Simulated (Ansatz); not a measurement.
## Electronic structure of CH5Be (SMILES [BeH2-][CH3]) (charge −1, triplet) in real space

Input file:

```
crystal:
  periodic: [false, false, false]
  atoms:
    - {symbol: C, position_ang: [-2.550063, 3.677081, 0.575331]}
    - {symbol: Be, position_ang: [-2.248887, 2.003333, 0.127020]}
    - {symbol: H, position_ang: [-0.817927, 1.697480, -0.369173]}
    - {symbol: H, position_ang: [-0.853262, 1.457378, 0.503211]}
    - {symbol: H, position_ang: [-3.089071, 4.225155, -0.208586]}
    - {symbol: H, position_ang: [-1.619645, 4.233183, 0.767923]}
    - {symbol: H, position_ang: [-3.160570, 3.758550, 1.484228]}
basis:
  gaussian:
    orbitals: def2-TZVPD
total_charge: -1
magnetization:
  spin_polarized: true
  initial_magnetization: 2
hamiltonian:
  xc: pbe0
output: {forces: true, orbitals: {seedname: orbitals}}
```

Launched as:

```sh
ansatz run input.yaml --threads 2 --pin off --max-ram 4350MiB --events-out events.jsonl --progress --plain --runs-dir runs
```

Geometry: PBE0-D4/def2-TZVPD; the highest occupied orbital lies above zero, a sign that basis and functional describe the outermost electron poorly.

Computed with isolated molecule in a Gaussian basis; Kohn-Sham density functional theory, functional PBE0 in Ansatz.

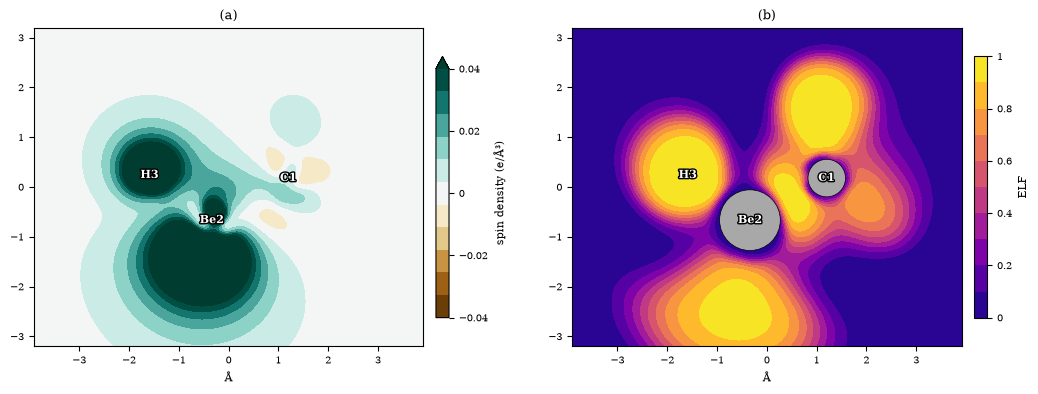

Figure 1. (a) spin density (α minus β); (b) electron localisation function on the plane of atoms C1, Be2 and H3. Grey discs cover the atomic cores in the ELF map.

**Read the bonding off the picture.**

- Atoms in the plane: C, Be and H.
- C–Be (1.76 Å): the ELF peaks at about 1 between the atoms: a shared but strongly polarised pair.
- Be–H (1.55 Å): the ELF climbs to about 1 towards the hydrogen.
- The unpaired spin (2 electrons) lies mostly on Be2 (about 1.4), H3 (about 0.3), H4 (about 0.3) and C1 (about 0.1), in electrons by Hirshfeld's partition.

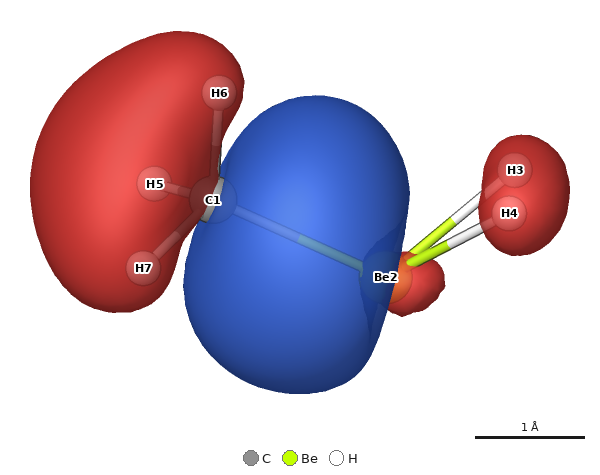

Figure 2. The HOMO (β) at ±0.1 Å⁻³ᐟ² (blue and red are the two phases), seen at a tilt.

**Describe this orbital and give its energy.**

Its weight (Hirshfeld) is mainly on C1 (about 55 %), Be2 (about 20 %), H7 (about 5 %) and H5 (about 5 %). Its energy is −2.87 eV.

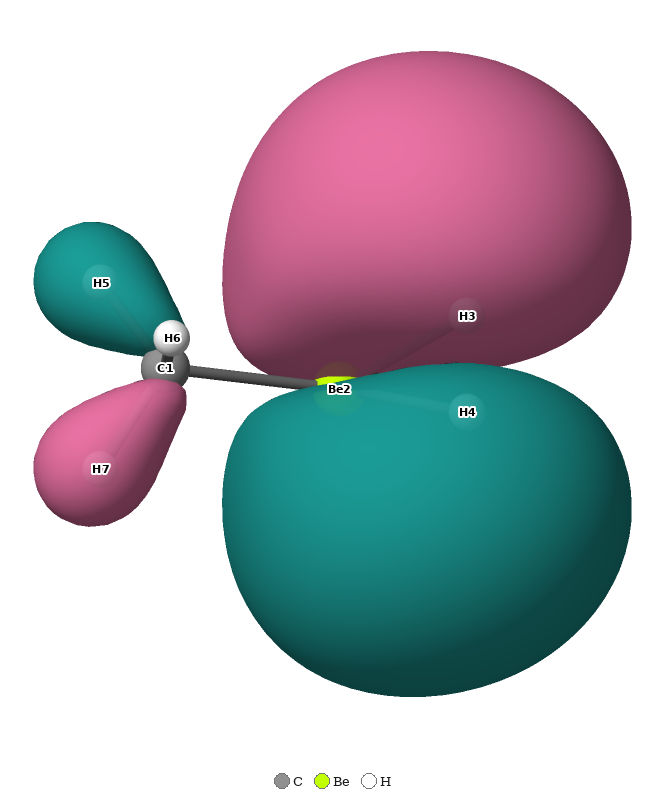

Figure 3. The HOMO−1 (α) at ±0.06 Å⁻³ᐟ² (teal and pink are the two phases), seen from one side.

**Describe this orbital and give its energy.**

Its weight (Hirshfeld) is mainly on Be2 (about 50 %), H3 (about 20 %) and H4 (about 20 %). Its energy is 0.83 eV.
